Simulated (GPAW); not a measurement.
Consider Zn2P2O7 (C2/m).

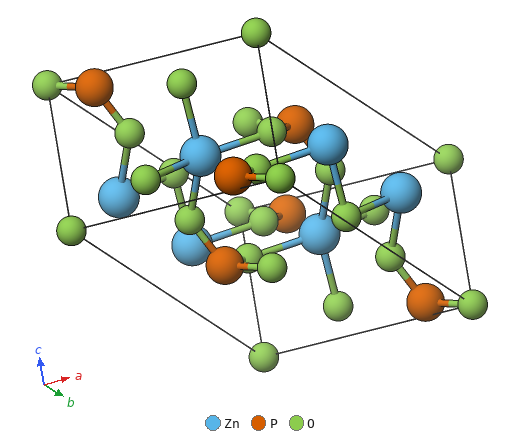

The structure (zinc blue, phosphorus orange, oxygen green). Bonds to atoms that aren't drawn are left out. Some periodic images of atoms are drawn too.

```cif
data_structure
_symmetry_space_group_name_H-M 'P 1'
_symmetry_Int_Tables_number 1
_cell_length_a 5.3532
_cell_length_b 5.3532
_cell_length_c 4.5585
_cell_angle_alpha 99.100
_cell_angle_beta 99.100
_cell_angle_gamma 103.168
_cell_volume 123.01
loop_
_atom_site_label
_atom_site_type_symbol
_atom_site_fract_x
_atom_site_fract_y
_atom_site_fract_z
_atom_site_occupancy
Zn1 Zn 0.69066 0.30934 0.50000 1
Zn2 Zn 0.30934 0.69066 0.50000 1
P3 P 0.21455 0.21455 0.90708 1
P4 P 0.78545 0.78545 0.09292 1
O5 O 0.61989 0.61989 0.78722 1
O6 O 0.00000 0.00000 0.00000 1
O7 O 0.38011 0.38011 0.21278 1
O8 O 0.93020 0.62606 0.27708 1
O9 O 0.37394 0.06980 0.72292 1
O10 O 0.06980 0.37394 0.72292 1
O11 O 0.62606 0.93020 0.27708 1
```

Absorber: atom 1, with 2 O at 2.05 Å, 2 O at 2.09 Å and 2 O at 2.35 Å (6-fold, site symmetry 2). Method: GPAW, LDA, full core hole (charged cell), 22-atom cell with 6.5 Å between holes, 3×3×3 k points, dipole transitions, Gaussian full width 1.67 eV up to 4 eV, rising linearly to 3.5 eV at 25 eV.

Q: Where do the maxima of the Zn K edge fall?

Main maxima up to 30 eV above the zero (height): 4.8 eV (2.34) and 18.6 eV (0.68). A K edge sees empty p states on the absorber. The total-energy difference plus the lowest empty eigenvalue puts the zero at 9672.37 eV. One term is added: -30.82 eV, since the hole is spin-paired here and a spin-polarised one costs that much less in the free atom (computed apart). The photon energy is then 9641.55 eV. The tabulated edge of the element is 9659 eV. The functional and the charged cell's background leave an error in such absolute values: in the free atom LDA prices this hole 19.1 eV below PBE (computed apart), and PBE is itself good to a few eV.

The Zn K spectrum (energy from the lowest empty level; intensity scaled to a mean of 1 over the first 20 eV; polarised curves are means over the symmetry-equivalent atoms):

```tsv
E (eV)	isotropic	ε ∥ x	ε ∥ y	ε ∥ z
-2.0	0.00	0.00	0.00	0.00
-0.5	0.00	0.00	0.01	0.00
1.0	0.02	0.01	0.03	0.01
2.5	0.14	0.16	0.04	0.23
4.0	1.80	1.86	0.74	2.80
5.5	2.16	2.32	2.22	1.95
7.0	1.64	1.95	1.91	1.06
8.5	1.59	2.03	1.76	1.00
10.0	1.31	1.24	1.51	1.18
11.5	1.11	0.69	1.29	1.35
13.0	0.80	0.53	0.93	0.95
14.5	0.65	0.42	0.85	0.70
16.0	0.61	0.47	0.74	0.60
17.5	0.64	0.70	0.69	0.53
19.0	0.67	0.76	0.64	0.62
20.5	0.61	0.58	0.59	0.66
22.0	0.59	0.47	0.63	0.68
23.5	0.61	0.46	0.66	0.70
25.0	0.59	0.48	0.63	0.66
26.5	0.56	0.51	0.57	0.61
28.0	0.56	0.55	0.52	0.61
29.5	0.60	0.68	0.50	0.62
31.0	0.62	0.80	0.47	0.59
```

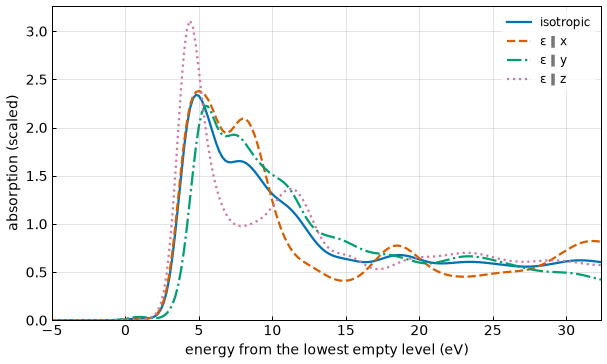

The Zn K edge.

The script folds with a Gaussian, whereas the core hole's own line is a Lorentzian, so the onset is too steep and the first peak too high. The mesh is coarse (0.35 Å⁻¹ between points), so small maxima may be mesh ripples. The structure is a computed Materials Project entry and may be a hypothetical form.

[Banner, clock and machine lines of the logs are left out without a mark of their own.]

[Logs are printed without paths, hosts, clocks, repeated set-up lines and the standing remarks that a program may print on its own settings, such as how far it seeks lower states.]

[Hosts, paths, dates, database ids (printed as entryN), source tags and the programs' standing remarks are cut or masked in the printed files.]

[Lists of maxima count a maximum above −3 eV only where it reaches 4 % of the highest in the window and stands out from its surroundings by 2 % of it (1.5 % where it reaches 55 %); shoulders and weaker maxima are passed over, and of the rest the first, up to two pre-edge ones and the few strongest are named.]
